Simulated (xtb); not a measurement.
CH$_{5}$AlFN: geometry relaxation (part 3 of 3)

Continued. System: CH$_{5}$AlFN. Method: GFN2-xTB (xtb 6.7.1 later snapshot). The geometry comes from this level: PBE0-D4/def2-TZVP.

Geometry of the input (Å):
```
C  -0.4985  0.8345  -0.8361
N  -0.0095  -0.4424  -0.3593
Al 0.6503  -0.8017  1.2302
F  1.1431  -2.3495  1.5293
H  -1.5575  0.7965  -1.1164
H  -0.4014  1.5890  -0.0508
H  0.0647  1.1984  -1.7031
H  -0.0810  -1.1659  -1.0588
H  0.7783  0.2948  2.3478
```

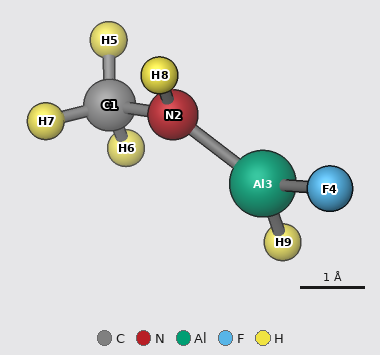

Fig. 1: The geometry at step 6 of the log (ball-and-stick view, seen at a tilt; atoms are numbered from 1 in the order of the input).

### What the program printed, continued
```
         #    Occupation            Energy/Eh            Energy/eV
      -------------------------------------------------------------
         1        2.0000           -0.7948580             -21.6292
       ...           ...                  ...                  ...
         6        2.0000           -0.5017519             -13.6534
         7        2.0000           -0.4969505             -13.5227
         8        2.0000           -0.4964922             -13.5102
         9        2.0000           -0.4848266             -13.1928
        10        2.0000           -0.4546492             -12.3716
        11        2.0000           -0.4208918             -11.4530
        12        2.0000           -0.3725142             -10.1366 (HOMO)
        13                         -0.2301928              -6.2639 (LUMO)
        14                         -0.1680992              -4.5742
        15                         -0.1068334              -2.9071
        16                         -0.0791599              -2.1540
        17                         -0.0779036              -2.1199
       ...                                ...                  ...
        26                          1.1580275              31.5115
      -------------------------------------------------------------
                  HL-Gap            0.1423213 Eh            3.8728 eV
             Fermi-level           -0.3013535 Eh           -8.2002 eV

 SCC (total)                   0 d,  0 h,  0 min,  0.002 sec
 SCC setup                      ...        0 min,  0.000 sec (  2.831%)
 Dispersion                     ...        0 min,  0.000 sec (  0.769%)
 classical contributions        ...        0 min,  0.000 sec (  0.296%)
 integral evaluation            ...        0 min,  0.000 sec ( 21.716%)
 iterations                     ...        0 min,  0.001 sec ( 31.342%)
 molecular gradient             ...        0 min,  0.001 sec ( 39.309%)
 printout                       ...        0 min,  0.000 sec (  3.240%)

         :::::::::::::::::::::::::::::::::::::::::::::::::::::
         ::                     SUMMARY                     ::
         :::::::::::::::::::::::::::::::::::::::::::::::::::::
         :: total energy             -13.519309458964 Eh    ::
         :: gradient norm              0.000024241743 Eh/a0 ::
         :: HOMO-LUMO gap              3.872760653435 eV    ::
         ::.................................................::
         :: SCC energy               -13.634840743157 Eh    ::
         :: -> isotropic ES            0.050501461865 Eh    ::
         :: -> anisotropic ES          0.005290396342 Eh    ::
         :: -> anisotropic XC          0.001611645332 Eh    ::
         :: -> dispersion             -0.003535483119 Eh    ::
         :: repulsion energy           0.115531284193 Eh    ::
         :: add. restraining           0.000000000000 Eh    ::
         :: total charge               0.000000000000 e     ::
         :::::::::::::::::::::::::::::::::::::::::::::::::::::

           -------------------------------------------------
          |                Property Printout                |
           -------------------------------------------------

    * Orbital Energies and Occupations

         #    Occupation            Energy/Eh            Energy/eV
      -------------------------------------------------------------
         1        2.0000           -0.7948580             -21.6292
         2        2.0000           -0.6270400             -17.0626
         3        2.0000           -0.5772335             -15.7073
         4        2.0000           -0.5296495             -14.4125
         5        2.0000           -0.5172628             -14.0754
         6        2.0000           -0.5017519             -13.6534
         7        2.0000           -0.4969505             -13.5227
         8        2.0000           -0.4964922             -13.5102
         9        2.0000           -0.4848266             -13.1928
        10        2.0000           -0.4546492             -12.3716
        11        2.0000           -0.4208918             -11.4530
        12        2.0000           -0.3725142             -10.1366 (HOMO)
        13                         -0.2301928              -6.2639 (LUMO)
        14                         -0.1680992              -4.5742
        15                         -0.1068334              -2.9071
        16                         -0.0791599              -2.1540
        17                         -0.0779036              -2.1199
        18                          0.0025680               0.0699
        19                          0.0923848               2.5139
        20                          0.1476440               4.0176
        21                          0.1725022               4.6940
        22                          0.2085769               5.6757
        23                          0.2345845               6.3834
       ...                                ...                  ...
        26                          1.1580275              31.5115
      -------------------------------------------------------------
                  HL-Gap            0.1423213 Eh            3.8728 eV
             Fermi-level           -0.3013535 Eh           -8.2002 eV

     #   Z          covCN         q      C6AA      α(0)
     1   6          3.724    -0.028    21.181     6.572
     2   7          2.551    -0.324    28.373     7.911
     3  13          2.388     0.410    99.584    20.874
     4   9          0.672    -0.257    11.864     4.066
     5   1          0.924     0.036     2.509     2.477
     6   1          0.925     0.048     2.348     2.396
     7   1          0.924     0.036     2.510     2.477
     8   1          0.861     0.177     1.233     1.739
     9   1          0.887    -0.095     5.420     3.644

 Mol. C6AA /au·bohr⁶  :        954.517086
 Mol. C8AA /au·bohr⁸  :      34626.279626
 Mol. α(0) /au        :         52.156733

Wiberg/Mayer (AO) data.
largest (>0.10) Wiberg bond orders for each atom

 ---------------------------------------------------------------------------
     #   Z sym  total        # sym  WBO       # sym  WBO       # sym  WBO
 ---------------------------------------------------------------------------
     1   6      3.983 --     2      1.008     6      0.980     5      0.980
                             7      0.980
     2   7      3.307 --     3      1.296     1      1.008     8      0.910
     3  13      3.550 --     2      1.296     4      1.256     9      0.898
     4   9      1.310 --     3      1.256
     5   1      0.999 --     1      0.980
     6   1      0.998 --     1      0.980
     7   1      0.999 --     1      0.980
     8   1      0.969 --     2      0.910
     9   1      0.991 --     3      0.898
 ---------------------------------------------------------------------------

Topologies differ in total number of bonds
Writing topology from bond orders to xtbtopo.mol

molecular dipole:
                 x           y           z       tot (Debye)
 q only:       -0.343       0.575      -0.556
   full:       -0.376       0.584      -0.641       2.402
molecular quadrupole (traceless):
                xx          xy          yy          xz          yz          zz
 q only:        1.364       2.291      -1.988      -1.487       3.248       0.624
  q+dip:        0.804       2.814      -2.859      -1.077       4.499       2.056
   full:        3.497       3.478      -3.582      -2.775       3.453       0.085

           -------------------------------------------------
          |                Geometry Summary                 |
           -------------------------------------------------

      molecular mass/u    :       77.0370846
   center of mass at/Å    :        0.4216458      -0.7730995       0.6130115
  moments of inertia/u·Å² :        0.1906483E+02   0.1891840E+03   0.2050703E+03
rotational constants/cm⁻¹ :        0.8842269E+00   0.8910705E-01   0.8220418E-01

 * 8 selected distances

     #   Z          #   Z                                           value/Å
     1   6          2   7                                         1.4587626
     2   7          3  13                                         1.7799561 (max)
     3  13          4   9                                         1.6472547
     1   6          5   1                                         1.0939508
     1   6          6   1                                         1.0895108
     1   6          7   1                                         1.0939527
     2   7          8   1                                         1.0158736 (min)
     3  13          9   1                                         1.5121027

 * 6 distinct bonds (by element types)

   Z      Z             #   av. dist./Å        max./Å        min./Å
   1 H    6 C           3     1.0924715     1.0939527     1.0895108
   1 H    7 N           1     1.0158736     1.0158736     1.0158736
   6 C    7 N           1     1.4587626     1.4587626     1.4587626
   1 H   13 Al          1     1.5121027     1.5121027     1.5121027
   7 N   13 Al          1     1.7799561     1.7799561     1.7799561
   9 F   13 Al          1     1.6472547     1.6472547     1.6472547

optimized geometry written to: xtbopt.xyz

           -------------------------------------------------
          | TOTAL ENERGY              -13.519309458964 Eh   |
          | GRADIENT NORM               0.000024241743 Eh/α |
          | HOMO-LUMO GAP               3.872760653435 eV   |
           -------------------------------------------------

------------------------------------------------------------------------
------------------------------------------------------------------------
 total:
 *  cpu-time:     0 d,  0 h,  0 min,  0.038 sec
 * ratio c/w:     0.999 speedup
 SCF:
 *  cpu-time:     0 d,  0 h,  0 min,  0.003 sec
 * ratio c/w:     0.999 speedup
 ANC optimizer:
 *  cpu-time:     0 d,  0 h,  0 min,  0.029 sec
 * ratio c/w:     0.999 speedup
```

### File xtbopt.xyz
```
9
 energy: -13.519309458964 gnorm: 0.000024241743 xtb: 6.7.1
C           -0.50277378469088        0.84996277332949       -0.83681707973615
N           -0.01796632613355       -0.44995241445907       -0.38607304226054
Al           0.65196294528258       -0.81984005164330        1.22098044400286
F            1.17978004369482       -2.31898446959758        1.65390378348712
H           -1.56069223728004        0.80976660777153       -1.11235478868241
H           -0.38680151959859        1.56286756583905       -0.02112669787127
H            0.06668665524241        1.21399616660329       -1.69700706403037
H           -0.11115911309775       -1.14249366946436       -1.12343363451014
H            0.76946333658101        0.24837749162096        2.28472807960089
```

### Standard error
```
normal termination of xtb
```

### Trajectory as extended XYZ (Å, eV, eV/Å), 12 frames, from step=0 to step=11
```
9
Properties=species:S:1:pos:R:3 step=0 energy=-367.83401
C    -0.4985    0.8345   -0.8361
N    -0.0095   -0.4424   -0.3593
Al    0.6503   -0.8017    1.2302
F     1.1431   -2.3495    1.5293
H    -1.5575    0.7965   -1.1164
H    -0.4014    1.5890   -0.0508
H     0.0647    1.1984   -1.7031
H    -0.0810   -1.1659   -1.0588
H     0.7783    0.2948    2.3478
9
Properties=species:S:1:pos:R:3 step=1 energy=-367.86909
C    -0.5034    0.8441   -0.8433
N    -0.0119   -0.4331   -0.3594
Al    0.6533   -0.7991    1.2399
F     1.1517   -2.3392    1.5607
H    -1.5618    0.7948   -1.1224
H    -0.3992    1.5838   -0.0476
H     0.0649    1.1980   -1.7106
H    -0.0879   -1.1540   -1.0693
H     0.7828    0.2584    2.3348
9
Properties=species:S:1:pos:R:3 step=2 energy=-367.87620
C    -0.5071    0.8521   -0.8479
N    -0.0136   -0.4289   -0.3609
Al    0.6559   -0.8045    1.2441
F     1.1622   -2.3346    1.5928
H    -1.5637    0.7965   -1.1279
H    -0.4012    1.5866   -0.0502
H     0.0627    1.1998   -1.7153
H    -0.0939   -1.1445   -1.0791
H     0.7873    0.2311    2.3272
9
Properties=species:S:1:pos:R:3 step=3 energy=-367.87753
C    -0.5081    0.8543   -0.8491
N    -0.0144   -0.4288   -0.3633
Al    0.6569   -0.8092    1.2417
F     1.1664   -2.3344    1.6051
H    -1.5643    0.7975   -1.1289
H    -0.4021    1.5883   -0.0515
H     0.0622    1.2008   -1.7162
H    -0.0968   -1.1413   -1.0842
H     0.7889    0.2265    2.3290
9
Properties=species:S:1:pos:R:3 step=4 energy=-367.87843
C    -0.5088    0.8564   -0.8494
N    -0.0160   -0.4299   -0.3673
Al    0.6551   -0.8176    1.2370
F     1.1736   -2.3334    1.6247
H    -1.5646    0.7997   -1.1293
H    -0.4031    1.5892   -0.0509
H     0.0623    1.2035   -1.7153
H    -0.1006   -1.1371   -1.0926
H     0.7906    0.2229    2.3259
9
Properties=species:S:1:pos:R:3 step=5 energy=-367.87851
C    -0.5081    0.8561   -0.8479
N    -0.0157   -0.4318   -0.3702
Al    0.6611   -0.8190    1.2307
F     1.1750   -2.3321    1.6341
H    -1.5646    0.8018   -1.1258
H    -0.4000    1.5872   -0.0479
H     0.0618    1.2049   -1.7139
H    -0.1041   -1.1371   -1.0967
H     0.7831    0.2235    2.3203
9
Properties=species:S:1:pos:R:3 step=6 energy=-367.87876
C    -0.5070    0.8549   -0.8455
N    -0.0168   -0.4349   -0.3728
Al    0.6545   -0.8219    1.2290
F     1.1778   -2.3293    1.6401
H    -1.5637    0.8037   -1.1242
H    -0.3987    1.5827   -0.0421
H     0.0636    1.2076   -1.7096
H    -0.1043   -1.1376   -1.1018
H     0.7831    0.2286    2.3096
9
Properties=species:S:1:pos:R:3 step=7 energy=-367.87890
C    -0.5061    0.8535   -0.8437
N    -0.0169   -0.4375   -0.3746
Al    0.6535   -0.8202    1.2284
F     1.1770   -2.3271    1.6393
H    -1.5630    0.8046   -1.1220
H    -0.3962    1.5783   -0.0378
H     0.0642    1.2086   -1.7072
H    -0.1047   -1.1397   -1.1044
H     0.7806    0.2331    2.3049
9
Properties=species:S:1:pos:R:3 step=8 energy=-367.87905
C    -0.5048    0.8521   -0.8412
N    -0.0174   -0.4422   -0.3789
Al    0.6529   -0.8193    1.2261
F     1.1776   -2.3237    1.6435
H    -1.5621    0.8066   -1.1187
H    -0.3927    1.5722   -0.0315
H     0.0650    1.2107   -1.7035
H    -0.1068   -1.1415   -1.1112
H     0.7769    0.2388    2.2982
9
Properties=species:S:1:pos:R:3 step=9 energy=-367.87914
C    -0.5034    0.8506   -0.8383
N    -0.0178   -0.4476   -0.3840
Al    0.6524   -0.8194    1.2227
F     1.1789   -2.3203    1.6504
H    -1.5612    0.8089   -1.1145
H    -0.3886    1.5657   -0.0243
H     0.0662    1.2131   -1.6991
H    -0.1098   -1.1425   -1.1196
H     0.7720    0.2453    2.2895
9
Properties=species:S:1:pos:R:3 step=10 energy=-367.87915
C    -0.5029    0.8501   -0.8371
N    -0.0180   -0.4496   -0.3858
Al    0.6521   -0.8198    1.2212
F     1.1797   -2.3192    1.6535
H    -1.5608    0.8096   -1.1128
H    -0.3871    1.5633   -0.0216
H     0.0666    1.2139   -1.6973
H    -0.1110   -1.1425   -1.1229
H     0.7699    0.2478    2.2856
9
Properties=species:S:1:pos:R:3 step=11 energy=-367.87915
C    -0.5028    0.8500   -0.8368
N    -0.0180   -0.4500   -0.3861
Al    0.6520   -0.8198    1.2210
F     1.1798   -2.3190    1.6539
H    -1.5607    0.8098   -1.1123
H    -0.3868    1.5629   -0.0211
H     0.0667    1.2140   -1.6970
H    -0.1112   -1.1425   -1.1234
H     0.7695    0.2484    2.2847
```

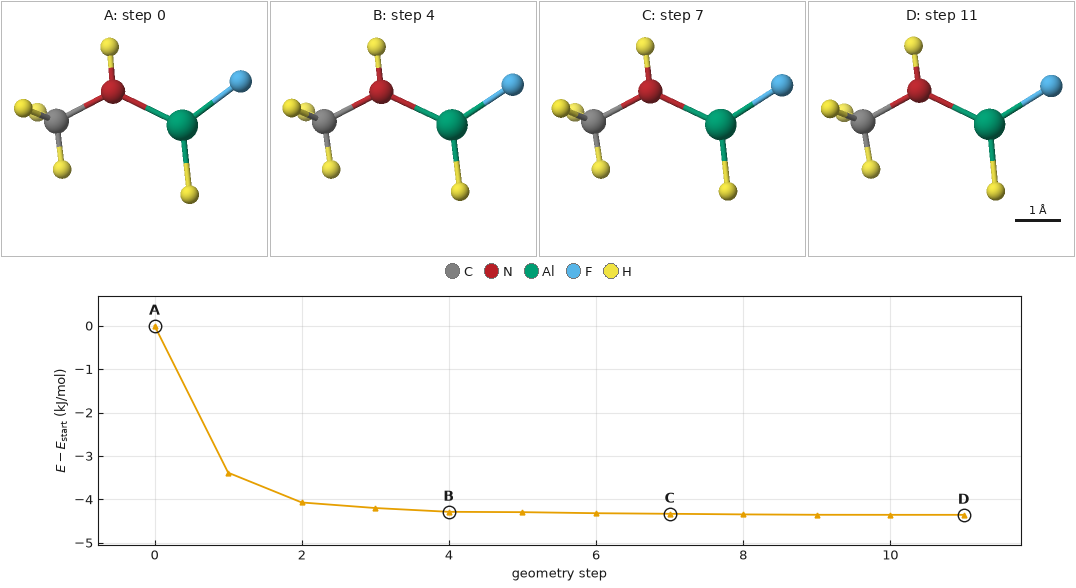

Fig. 2: Frames of the relaxation (ball-and-stick view, seen at a tilt) above the curves, on which the letters mark them (steps are counted from 0).

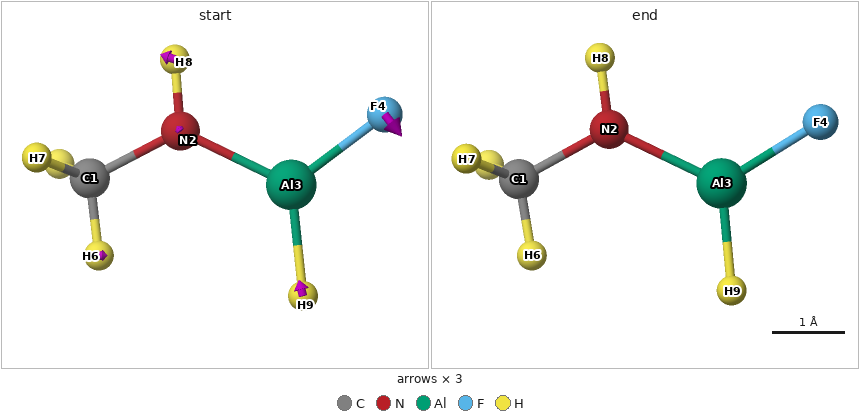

Fig. 3: Before (left) and after (right) the relaxation, at one scale (ball-and-stick view, seen at a tilt). The pink arrows give the displacements, magnified 3 times. The atom that moves furthest after the best rigid fit is F4 (0.13 Å). By element the largest moves are F 0.13 Å, H 0.08 Å, N 0.03 Å, Al 0.02 Å, C 0.02 Å. Among the contacts that change: Al3–H9 1.571 → 1.512 Å, N2–Al3 1.758 → 1.780 Å, C1–N2 1.448 → 1.459 Å, N2–H8 1.009 → 1.016 Å. Among the angles that change: N2–Al3–F4 117.9° → 123.2°, F4–Al3–H9 120.1° → 115.7°, Al3–N2–H8 120.5° → 123.2°. The energy falls by 4.36 kJ/mol in 11 geometry steps. (Atoms are counted from 1 in the order of the input.)

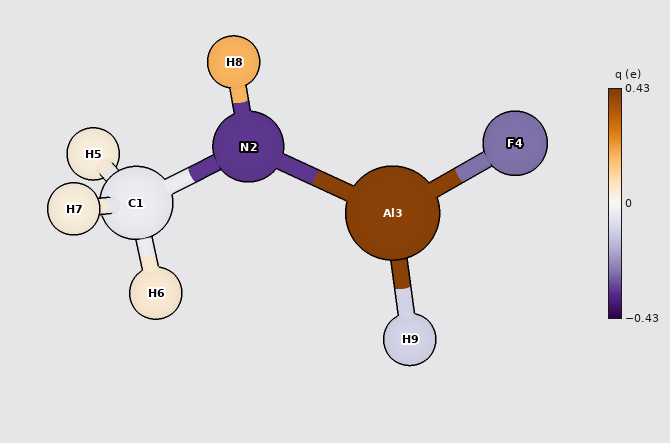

Fig. 4: Mulliken charges, as the colour of each atom (ball-and-stick view, seen at a tilt; atoms are numbered from 1 in the order of the input). By element: C −0.03, N −0.32, Al +0.41, F −0.26 and H −0.10 to +0.18 e.

### Key numbers

- outcome: converged
- electrons treated: 24
- total energy: −13.519309 hartree
- dispersion energy: −0.003535 hartree
- basis functions: 27
- HOMO: −10.14 eV
- LUMO: −6.26 eV
- dipole moment: 2.40 D
- hardware: 1 thread of Arm Neoverse V2, 24 GiB of memory available, shared host
- peak memory: 0.072 GiB
